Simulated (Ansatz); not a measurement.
# Calculations on BSiAsH5OF

Part 1: Relaxation

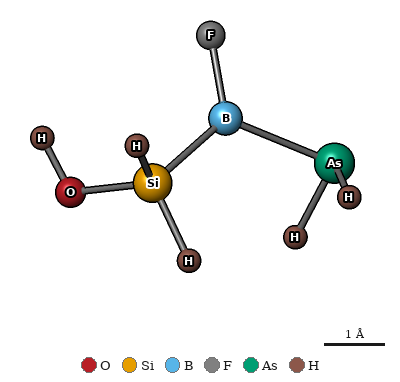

Starting structure of BSiAsH₅OF. A ball-and-stick model, seen at a tilt.

The run prepares an end point of a later path (torsion) calculation, from a guessed geometry.

Computed with Ansatz 0.2.0, RKS BLYP/def2-SVP.

Input file:
```yaml
crystal:
  periodic: [false, false, false]
  atoms:
    - { symbol: O, position_ang: [-2.0795, 0.69, -0.4919] }
    - { symbol: Si, position_ang: [-0.9854, -0.3031, 0.2439] }
    - { symbol: B, position_ang: [0.698, 0.6067, 0.3522] }
    - { symbol: F, position_ang: [0.9158, 1.85, 1.104] }
    - { symbol: As, position_ang: [2.3732, -0.1852, -0.5764] }
    - { symbol: H, position_ang: [-2.2913, 1.4666, 0.1596] }
    - { symbol: H, position_ang: [-1.4175, -0.654, 1.5984] }
    - { symbol: H, position_ang: [-0.7913, -1.5055, -0.5648] }
    - { symbol: H, position_ang: [1.5836, -0.4085, -1.8424] }
    - { symbol: H, position_ang: [2.0774, -1.6083, 0.0203] }
basis:
  gaussian: { orbitals: def2-SVP }
hamiltonian:
  xc: blyp
relax:
  f_tol: 0.015
  max_steps: 40
output:
  orbitals: {}
```

Run as
```bash
ansatz run input.yaml --threads 2 --pin off --max-ram 3072MiB --backend cpu --events-out ev --progress --plain --runs-dir out
```

### Where does the relaxation end?

After 24 accepted moves (25 points after the start) the energy has fallen by 0.853 eV. The largest force component goes from 3.3 to 0.013 eV/Å. The line search rejected the trial step at point 16 of the run. The atom that moves furthest after the best rigid fit is H9 (1.66 Å). By element the largest moves are H 1.66 Å, F 1.42 Å, As 0.76 Å, O 0.74 Å, B 0.41 Å, Si 0.22 Å. Near-neighbour distances that change, for instance: Si2–B3 1.917 → 2.053 Å, B3–F4 1.469 → 1.344 Å, O1–H6 1.036 → 0.975 Å, Si2–H7 1.464 → 1.512 Å. Bond angles that change, for instance: Si2–O1–H6 107.8° → 115.1°, Si2–B3–F4 124.1° → 119.1°, B3–As5–H9 90.5° → 94.5°. Groups turn about B3–As5 by about 85°, Si2–B3 by about 60°, O1–Si2 by about 30°.

Step by step:

```csv
step,"E − E(0), eV","largest force component, eV/Å",note
0,0.0000,3.3405,
1,-0.4757,2.6206,
2,-0.5957,1.1792,
3,-0.6566,0.3373,
4,-0.6697,0.1858,
5,-0.6807,0.1694,
6,-0.6911,0.6413,
7,-0.7046,0.4133,
8,-0.7265,0.2702,
9,-0.7330,0.4498,
10,-0.7457,0.8720,
11,-0.7943,0.4201,
12,-0.8178,0.3154,
13,-0.8305,0.3882,
14,-0.8381,0.3489,
15,-0.8495,0.1345,
16,-0.8484,0.1531,rejected
17,-0.8516,0.0475,
18,-0.8520,0.0332,
19,-0.8521,0.0380,
20,-0.8522,0.0283,
21,-0.8523,0.0208,
22,-0.8524,0.0263,
23,-0.8525,0.0187,
24,-0.8525,0.0223,
25,-0.8525,0.0126,
```

Final geometry:

```xyz
10

O    -2.4830    0.7541    0.1208
Si   -1.1955   -0.3327    0.3024
B     0.6289    0.5410   -0.0504
F     0.6839    1.8609   -0.2995
As    2.4432   -0.4537    0.1333
H    -2.3338    1.6397    0.4998
H    -1.1636   -0.9714    1.6726
H    -1.4477   -1.4307   -0.6868
H     3.0190    0.1001   -1.1843
H     1.9315   -1.7587   -0.5049
```

The end point in the same view:

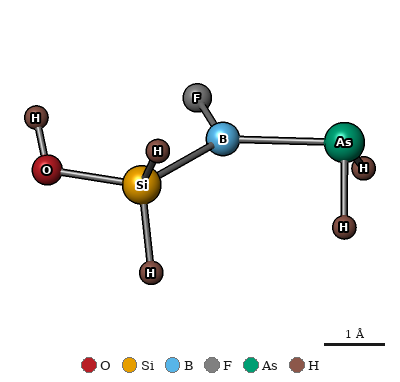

Part 2: Relaxation

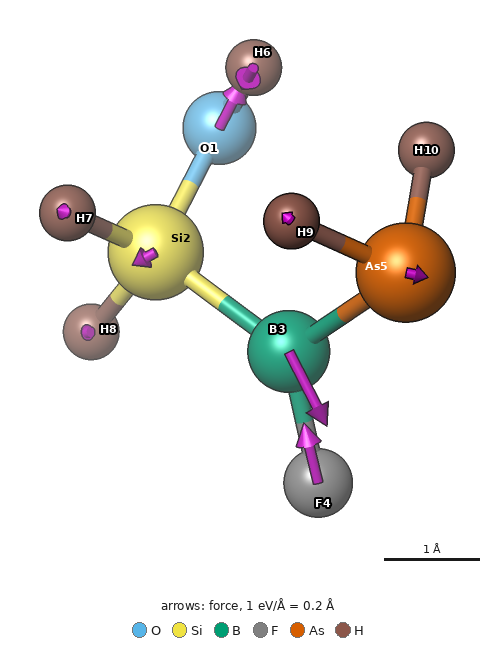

Starting geometry of BSiAsH₅OF with the computed forces as purple arrows. A ball-and-stick model, seen from a free direction.

The run prepares an end point of a later path (torsion) calculation, from a guessed geometry.

Theory: RKS BLYP/def2-SVP in Ansatz. Settings: no spin polarisation; force threshold 0.015 eV/Å; at most 40 steps.

**Is this structure relaxed? If not, where do the atoms go?**

It isn't relaxed: the largest force vector, on B3, is 4.49 eV/Å. The final displacements have little in common with the starting forces (cosine between the two patterns 0.08). The energy falls by 18.6 kcal/mol in 28 accepted moves (30 points after the start). Largest force component: 4.3 eV/Å at the start, 0.01 eV/Å at the end. The line search rejected the trial steps at points 21, 27 of the run. H9 moves most after the best rigid fit: 1.70 Å. Largest moves by element: H 1.70 Å, F 1.59 Å, As 0.75 Å, B 0.44 Å, O 0.27 Å, Si 0.26 Å. Near-neighbour distances that change, for instance: Si2–B3 1.917 → 2.055 Å, B3–F4 1.469 → 1.342 Å, O1–H6 1.036 → 0.974 Å, Si2–H7 1.464 → 1.511 Å. Among the angles between lasting bonds that change: Si2–O1–H6 107.8° → 115.5°, O1–Si2–H8 109.6° → 104.7°, B3–As5–H9 90.5° → 95.4°. Groups turn about B3–As5 by about 90°, Si2–B3 by about 75°. The run took 90 s on 2 threads of Arm Neoverse V1, with other jobs on the host, peak memory 0.18 GiB.

Part 3: Path

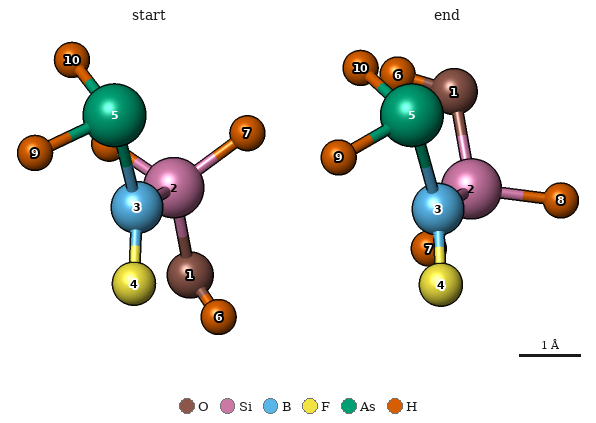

The two relaxed end points of a path for BSiAsH5OF. Style: ball-and-stick. Shown from a free direction.

Method: Ansatz 0.2.0, RKS BLYP/def2-SVP.

Set-up: 5 movable images; climbing image; force threshold 0.03 eV/Å; iteration limit 60.

Start:
```xyz
10

O    -2.4728    0.7782    0.1667
Si   -1.1926   -0.3206    0.3259
B     0.6331    0.5350   -0.0632
F     0.6959    1.8538   -0.3159
As    2.4408   -0.4769    0.0878
H    -2.3080    1.6630    0.5412
H    -1.1407   -0.9572    1.6964
H    -1.4741   -1.4178   -0.6564
H     2.9968    0.0691   -1.2416
H     1.9046   -1.7779   -0.5381
```

End:
```xyz
10

O    -1.9125    0.2818   -0.7209
Si   -1.1957   -0.3401    0.6841
B     0.8483   -0.4592    0.5059
F     1.5873   -0.8203    1.5661
As    1.8157   -0.2411   -1.3184
H    -1.6661    1.1969   -0.9479
H    -1.5582    0.4643    1.9110
H    -1.7857   -1.7118    0.8388
H     2.9791    0.6061   -0.7656
H     0.9709    0.9721   -1.7503
```

Question: Predict the minimum-energy path and its barrier.

Answer: The highest point, image 3, lies 1.37 kcal/mol above the start and 1.20 kcal/mol above the end; the end is at +0.17 kcal/mol relative to the start. The motion is a rotation about the Si2–B3 bond by about 170°. No bond forms or breaks between the ends. Bond angles that change up to the highest image, for instance: O1–Si2–B3 112.6° → 108.5°, B3–Si2–H7 108.5° → 111.7°. The band is converged. At the top, the vibrational analysis gives one imaginary mode (34i cm⁻¹), as a transition state must have.

Energies of the converged images:

| image | path (Å) | E (kcal/mol) |
| --- | --- | --- |
| 0 | 0.00 | 0.00 |
| 1 | 1.16 | 0.30 |
| 2 | 2.32 | 1.00 |
| 3 | 3.49 | 1.37 |
| 4 | 4.55 | 1.06 |
| 5 | 5.61 | 0.42 |
| 6 | 6.67 | 0.17 |

The geometry at the top of the path:

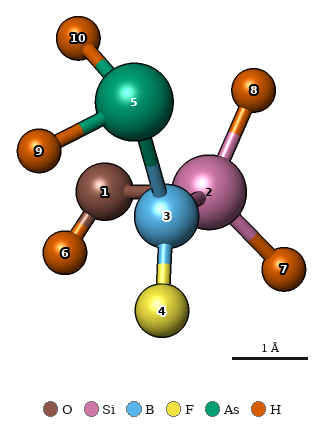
